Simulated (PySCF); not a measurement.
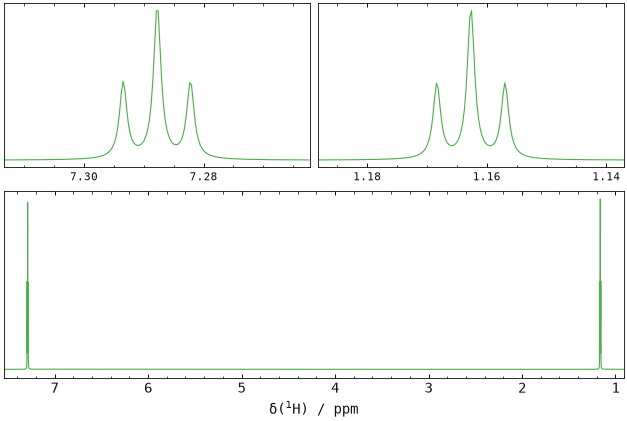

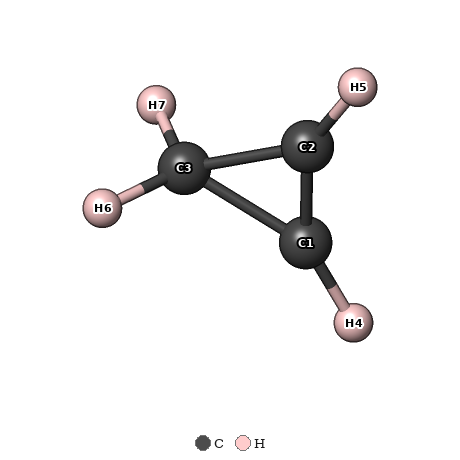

C₃H₄ (cyclopropene), SMILES C1=CC1. Simulated ¹H spectrum at 400 MHz, line width 0.6 Hz, from GIAO shifts (PBE0/pcSseg-1, against TMS) and couplings (B3LYP/pcJ-1), PySCF 2.14.0, at a PBE0-D3(BJ)/def2-SVP geometry (no frequency check). Gas phase, values of one conformer, averaged over methyl-type rotors and exact or near symmetry; couplings among ¹H are treated exactly, other nuclei are left out. The upper panels enlarge each group of lines, each scaled alone.

Assign the signals.

Answer.
| δ (ppm) | nuclei | atoms |
| --- | --- | --- |
| 7.29 | 2 | H4, H5 |
| 1.16 | 2 | H6, H7 |

Give the coupling constants used.

Answer.
```tsv
pair	J (Hz)
H4/H5 – H6/H7	−2.3
```

Not listed: couplings under 0.5 Hz, those between magnetically equivalent nuclei.
